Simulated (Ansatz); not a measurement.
# CCSD(T)/6-31G(d) (spherical functions) run of CH4BGaO2 (SMILES [OH][Ga]1[BH]O[CH2]1)

What is the energy change on altering one bond length of CH4BGaO2 at CCSD(T)/6-31G* (spherical functions)? 

Program for the calculation: Ansatz 0.2.0.

95 further runs of the same task are left out: 95 set aside as unsound or not needed. Runs told in other sessions of the task aren't counted.

**1. The structure to begin with**

The species is CH4BGaO2 (9 atoms), meant as a singlet with charge 0. As SMILES, `[OH][Ga]1[BH]O[CH2]1`. The coordinates come from a PBE0-D4/def2-TZVP relaxation. This is one conformer, not always the lowest.

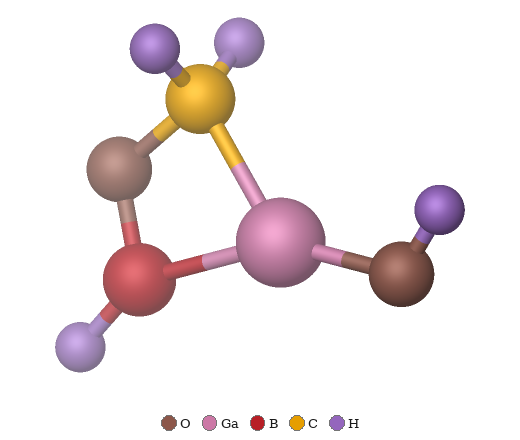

Viewed from a chosen angle; oxygen brown, gallium pink, boron red, carbon amber, hydrogen purple.

**2. The energy at CCSD(T)/6-31G(d) (spherical functions)**

File molecule.yaml:

```yaml
crystal:
  periodic: [false, false, false]
  atoms:
    - {symbol: O, position_ang: [-0.140900, 2.668400, -0.180000]}
    - {symbol: Ga, position_ang: [0.206000, 0.920500, -0.222600]}
    - {symbol: B, position_ang: [1.299500, -0.808200, -0.735000]}
    - {symbol: O, position_ang: [0.383300, -1.546100, -0.084800]}
    - {symbol: C, position_ang: [-0.698300, -0.762500, 0.515200]}
    - {symbol: H, position_ang: [-0.939100, 2.905000, 0.298100]}
    - {symbol: H, position_ang: [2.237800, -1.312200, -1.273600]}
    - {symbol: H, position_ang: [-0.704200, -0.956900, 1.589800]}
    - {symbol: H, position_ang: [-1.644100, -1.108100, 0.092800]}
basis:
  gaussian:
    orbitals: 6-31G_st_-spherical.json
total_charge: 0
correlation:
  method: ccsd_t
  frozen_orbitals: {B: 1, C: 1, Ga: 9, H: 0, O: 1}
accuracy: high
scf:
  omitted_lower_state_checks: [cluster_reference, increment]
```

The basis set 6-31G* is read from a file made from the Basis Set Exchange's data (not shown).

The run is started by

```sh
$ ansatz run molecule.yaml --threads 1 --pin off --max-ram 2610MiB --events-out events.jsonl --progress --plain --runs-dir runs
```

The log of the run, cut to the lines that bear on the results:

```text
Warning: RAYON_NUM_THREADS=1 ignored (pool sized by the plan → 1); use --threads N
Functional definition: HF
  name "HF"
[...]
2182 factors; integrals over basis functions are off by at most 8.8e-9 eV
[...]
mean field -58166.10961901 eV, -2137.5651020935 hartree, gradient 2.2e-8 eV, S^2 0.000000; 0 other end points of the search recorded, 0 dependent functions left out
13 core orbitals not correlated: weight in the atoms' cores, before any rotation towards them, 1.000 or more for the frozen orbitals, at most 0.000 for the correlated occupied ones
reference -58166.10961901 eV, -2137.5651020935 hartree; 18, 18 occupied and 65, 65 virtual orbitals, 2182 factors
second order -21.79434396 eV of doubles, -0.00000000 eV of singles
cycle   1  -21.23838338 eV  change    5.6e-1 eV  update   1.4e-1
[...]
cycle  22  -22.09243879 eV  change   -3.3e-9 eV  update   2.3e-9
perturbative correction -0.62876977 eV, -0.0231068630 hartree
Total energy: -58188.83082757 eV, -2138.4000911072 hartree
Checks for a lower state left out: cluster_reference, increment
```

It took 52 s on 1 thread of Arm Neoverse V1, shared host; peak memory 0.63 GiB.

**3. The distorted shape at the same level**

File job.yaml:

```yaml
basis:
  gaussian:
    orbitals: 6-31G_st_-spherical.json
crystal:
  periodic: [false, false, false]
  atoms:
    - {symbol: O, position_ang: [0.332039, 2.841214, 0.031217]}
    - {symbol: Ga, position_ang: [0.678939, 1.093314, -0.011383]}
    - {symbol: B, position_ang: [1.772439, -0.635386, -0.523783]}
    - {symbol: O, position_ang: [0.856239, -1.373286, 0.126417]}
    - {symbol: C, position_ang: [-0.225361, -0.589686, 0.726417]}
    - {symbol: H, position_ang: [-0.466161, 3.077814, 0.509317]}
    - {symbol: H, position_ang: [2.710739, -1.139386, -1.062383]}
    - {symbol: H, position_ang: [-0.231261, -0.784086, 1.801017]}
    - {symbol: H, position_ang: [-1.644100, -1.108100, 0.092800]}
accuracy: high
scf:
  omitted_lower_state_checks: [cluster_reference, increment]
correlation:
  method: ccsd_t
  frozen_orbitals: {B: 1, C: 1, Ga: 9, H: 0, O: 1}
```

The basis set 6-31G* is read from a file made from the Basis Set Exchange's data (not shown).

The run is started by

```sh
$ ansatz run job.yaml --threads 1 --pin off --max-ram 2610MiB --events-out events.jsonl --progress --plain --runs-dir runs
```

The log of the run, cut to the lines that bear on the results:

```text
Warning: RAYON_NUM_THREADS=1 ignored (pool sized by the plan → 1); use --threads N
[... 2 set-up lines as earlier in the session ...]
[...]
2192 factors; integrals over basis functions are off by at most 5.0e-9 eV
[...]
mean field -58163.83322872 eV, -2137.4814462932 hartree, gradient 1.9e-8 eV, S^2 0.000000; 0 other end points of the search recorded, 0 dependent functions left out; unrestricted orbitals would lower it
13 core orbitals not correlated: weight in the atoms' cores, before any rotation towards them, 1.000 or more for the frozen orbitals, at most 0.000 for the correlated occupied ones
reference -58163.83322872 eV, -2137.4814462932 hartree; 18, 18 occupied and 65, 65 virtual orbitals, 2192 factors
second order -22.02459476 eV of doubles, -0.00000000 eV of singles
cycle   1  -21.47265119 eV  change    5.5e-1 eV  update   1.5e-1
[...]
cycle  24  -22.44643965 eV  change   -2.8e-9 eV  update   2.1e-9
perturbative correction -0.68985835 eV, -0.0253518267 hartree
Total energy: -58186.96952672 eV, -2138.3316895624 hartree
Checks for a lower state left out: cluster_reference, increment
```

Wall time 54 s (1 thread of Arm Neoverse V1, shared host); peak memory 0.63 GiB.

**4. Summary of results**

Level: CCSD(T)/6-31G* (spherical functions), 13 core orbitals frozen.

| quantity | value |
| --- | --- |
| first shape: total energy | -2138.40009 Eh |
| first shape: correlation energy (13 core orbitals frozen) | -835.0 mEh |
| first shape: (T) correction | -23.11 mEh |
| first shape: T1 diagnostic | 0.018 |
| distorted shape: total energy | -2138.33169 Eh |
| distorted shape: correlation energy (13 core orbitals frozen) | -850.2 mEh |
| distorted shape: (T) correction | -25.35 mEh |
| distorted shape: T1 diagnostic | 0.019 |
| energy change with the C5–H9 bond stretched from 1.092 to 1.638 Å | 1.861 eV |

What this shows: With the C5–H9 bond stretched from 1.092 to 1.638 Å the energy rises by 1.86 eV (180 kJ/mol). The first shape isn't relaxed at this level, so the change isn't measured from a minimum. The triples (first shape) make up 2.8 % of the correlation energy. The restricted solution (distorted shape) is unstable to spin breaking: an unrestricted one lies lower. The triples (distorted shape) make up 3.0 % of the correlation energy.
